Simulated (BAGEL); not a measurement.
**UHF/STO-3G (density fitting with qzvpp-jkfit) run of [C2H3BF2]+ (SMILES [CH2+][CH]B(F)F)**

Aim: the vertical ionisation energy of [C2H3BF2]+ at UHF/STO-3G (density fitting with qzvpp-jkfit), from 2 runs. 

The calculation is run with BAGEL 1.2.2.

2 further runs of the same task are left out: 2 that didn't finish. Runs told in other sessions of the task aren't counted.

## 1. The molecule

The species is [C2H3BF2]+ (8 atoms), meant as a doublet with charge +1. SMILES: `[CH2+][CH]B(F)F`. The shape is that of a GFN2-xTB optimisation. This is one conformer, not always the lowest.

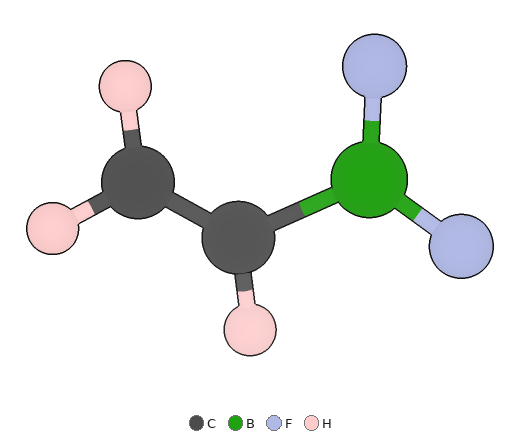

Viewed from a chosen angle; carbon dark grey, boron green, fluorine light blue, hydrogen pink.

## 2. The energy at UHF/STO-3G (density fitting with qzvpp-jkfit)

The input, calc.json:

```json
{ "bagel": [

{
  "title": "molecule",
  "basis": "sto-3g",
  "df_basis": "qzvpp-jkfit",
  "angstrom": true,
  "geometry": [
    { "atom": "C", "xyz": [   -1.029290,    0.667480,    0.373960 ] },
    { "atom": "C", "xyz": [    0.090200,    0.023230,    0.525550 ] },
    { "atom": "B", "xyz": [    0.939640,   -0.672410,   -0.688060 ] },
    { "atom": "F", "xyz": [    0.356990,   -0.784320,   -1.830560 ] },
    { "atom": "F", "xyz": [    2.129560,   -1.094900,   -0.470780 ] },
    { "atom": "H", "xyz": [   -1.688900,    0.633030,   -0.496510 ] },
    { "atom": "H", "xyz": [   -1.423030,    1.367790,    1.121660 ] },
    { "atom": "H", "xyz": [    0.624830,   -0.139910,    1.464750 ] }
  ]
},
{
  "title": "uhf",
  "charge": 1,
  "nopen": 1
},
{
  "title": "print",
  "file": "orbitals.molden",
  "orbitals": true
}

]}
```

Launch:

```
$ BAGEL_NUM_THREADS=1 BAGEL calc.json > calc.out
```

Standard output:

```text
* using 1 threads per process

  ===============================================================
  ===============================================================

  *** Geometry ***

  { "atom" : "C", "xyz" : [     -1.945076,      1.261354,      0.706682 ] },
  { "atom" : "C", "xyz" : [      0.170453,      0.043898,      0.993146 ] },
  { "atom" : "B", "xyz" : [      1.775662,     -1.270671,     -1.300245 ] },
  { "atom" : "F", "xyz" : [      0.674613,     -1.482150,     -3.459257 ] },
  { "atom" : "F", "xyz" : [      4.024285,     -2.069061,     -0.889645 ] },
  { "atom" : "H", "xyz" : [     -3.191558,      1.196253,     -0.938268 ] },
  { "atom" : "H", "xyz" : [     -2.689137,      2.584748,      2.119630 ] },
  { "atom" : "H", "xyz" : [      1.180758,     -0.264392,      2.767976 ] },

  Number of auxiliary basis functions:      433

  Since a DF basis is specified, we compute 2- and 3-index integrals:
    o Being stored without compression. Storage requirement is 0.003 GB

  Number of basis functions:       28
  Number of electrons      :       38

    * METHOD: MOLECULE                             0.13

  *** Open-shell HF ***

  === Nuclear Repulsion ===
   151.4145939877

      * DIIS with orbital gradients will be used.

  === UHF iteration (sto-3g) ===
      0       -296.64521893          0.04616728           0.02
      1       -296.78244014          0.01328024           0.02
      2       -296.79321808          0.00421569           0.03
      3       -296.79457665          0.00113355           0.03
      4       -296.79504719          0.00068800           0.03
      5       -296.79523663          0.00052480           0.03
      6       -296.79545386          0.00021223           0.03
      7       -296.79548321          0.00008960           0.03
      8       -296.79549220          0.00005469           0.03
      9       -296.79549526          0.00003395           0.03
     10       -296.79549640          0.00001488           0.03
     11       -296.79549650          0.00000714           0.03
     12       -296.79549653          0.00000301           0.03
     13       -296.79549654          0.00000154           0.03
     14       -296.79549654          0.00000081           0.03
     15       -296.79549654          0.00000041           0.03
     16       -296.79549654          0.00000022           0.03
     17       -296.79549654          0.00000013           0.03
     18       -296.79549654          0.00000009           0.03
     19       -296.79549654          0.00000005           0.03
     20       -296.79549654          0.00000003           0.03
     21       -296.79549654          0.00000001           0.03
     22       -296.79549654          0.00000000           0.03
    * SCF iteration converged.

    * S^2 (UHF) is 0.7656

    * Permanent dipole moment:
           (    1.538728,    -1.172187,    -1.497851) a.u.

    * METHOD: UHF                                  0.66

    * METHOD: PRINT                                0.00

  ===============================================================
```

Wall time 0.91 s (1 thread of Arm Neoverse V1, shared host).

## 3. Singlet [C2H3BF2]2+ at the same level

The input, job.json:

```json
{ "bagel": [

{
  "title": "molecule",
  "basis": "sto-3g",
  "df_basis": "qzvpp-jkfit",
  "angstrom": "true",
  "geometry": [
    { "atom": "C", "xyz": [   -1.029290,    0.667480,    0.373960 ] },
    { "atom": "C", "xyz": [    0.090200,    0.023230,    0.525550 ] },
    { "atom": "B", "xyz": [    0.939640,   -0.672410,   -0.688060 ] },
    { "atom": "F", "xyz": [    0.356990,   -0.784320,   -1.830560 ] },
    { "atom": "F", "xyz": [    2.129560,   -1.094900,   -0.470780 ] },
    { "atom": "H", "xyz": [   -1.688900,    0.633030,   -0.496510 ] },
    { "atom": "H", "xyz": [   -1.423030,    1.367790,    1.121660 ] },
    { "atom": "H", "xyz": [    0.624830,   -0.139910,    1.464750 ] }
  ]
},
{
  "title": "hf",
  "charge": 2
},
{
  "title": "print",
  "file": "orbitals.molden",
  "orbitals": "true"
}

]}
```

Launch:

```
$ BAGEL_NUM_THREADS=1 BAGEL job.json > job.out
```

Standard output:

```text
* using 1 threads per process

  ===============================================================
  ===============================================================

  *** Geometry ***

  { "atom" : "C", "xyz" : [     -1.945076,      1.261354,      0.706682 ] },
  { "atom" : "C", "xyz" : [      0.170453,      0.043898,      0.993146 ] },
  { "atom" : "B", "xyz" : [      1.775662,     -1.270671,     -1.300245 ] },
  { "atom" : "F", "xyz" : [      0.674613,     -1.482150,     -3.459257 ] },
  { "atom" : "F", "xyz" : [      4.024285,     -2.069061,     -0.889645 ] },
  { "atom" : "H", "xyz" : [     -3.191558,      1.196253,     -0.938268 ] },
  { "atom" : "H", "xyz" : [     -2.689137,      2.584748,      2.119630 ] },
  { "atom" : "H", "xyz" : [      1.180758,     -0.264392,      2.767976 ] },

  Number of auxiliary basis functions:      433

  Since a DF basis is specified, we compute 2- and 3-index integrals:
    o Being stored without compression. Storage requirement is 0.003 GB

  Number of basis functions:       28
  Number of electrons      :       38

    * METHOD: MOLECULE                             0.13

  *** RHF ***

  === Nuclear Repulsion ===
   151.4145939877

      * DIIS with orbital gradients will be used.

  === RHF iteration (sto-3g) ===
      0       -295.84997007          0.03236890           0.01
      1       -296.02220641          0.02413083           0.01
      2       -296.12678847          0.00333725           0.01
      3       -296.13072467          0.00122519           0.01
      4       -296.13134794          0.00055033           0.01
      5       -296.13147486          0.00019253           0.01
      6       -296.13149726          0.00009840           0.01
      7       -296.13150591          0.00005456           0.01
      8       -296.13150968          0.00003167           0.01
      9       -296.13151109          0.00001589           0.01
     10       -296.13151145          0.00000789           0.01
     11       -296.13151149          0.00000357           0.01
     12       -296.13151150          0.00000179           0.01
     13       -296.13151150          0.00000079           0.01
     14       -296.13151150          0.00000043           0.01
     15       -296.13151150          0.00000027           0.01
     16       -296.13151150          0.00000018           0.01
     17       -296.13151150          0.00000012           0.01
     18       -296.13151150          0.00000006           0.01
     19       -296.13151150          0.00000003           0.01
     20       -296.13151150          0.00000001           0.01
     21       -296.13151150          0.00000001           0.01
    * SCF iteration converged.

    * Permanent dipole moment:
           (    2.764125,    -2.032660,    -2.605430) a.u.

    * METHOD: HF                                   0.36

    * METHOD: PRINT                                0.00

  ===============================================================
```

Wall time 0.62 s (1 thread of Arm Neoverse V1, shared host).

## 4. Summary of results

Level: UHF/STO-3G (density fitting with qzvpp-jkfit).

| quantity | value |
| --- | --- |
| doublet [C2H3BF2]+: total energy | -296.79550 Eh |
| doublet [C2H3BF2]+: ⟨S²⟩ | 0.766 |
| singlet [C2H3BF2]2+: total energy | -296.13151 Eh |
| singlet [C2H3BF2]2+: HOMO energy | -25.77 eV |
| singlet [C2H3BF2]2+: LUMO energy | -16.85 eV |
| singlet [C2H3BF2]2+: HOMO–LUMO gap | 8.91 eV |
| vertical ionisation energy (to the singlet dication) | 18.068 eV |

What this shows: Removing an electron at fixed nuclei costs 18.07 eV (417 kcal/mol). Only the singlet of the ionised species was computed; a triplet could lie lower. In a minimal basis such a difference can be off by several eV, whatever the method.
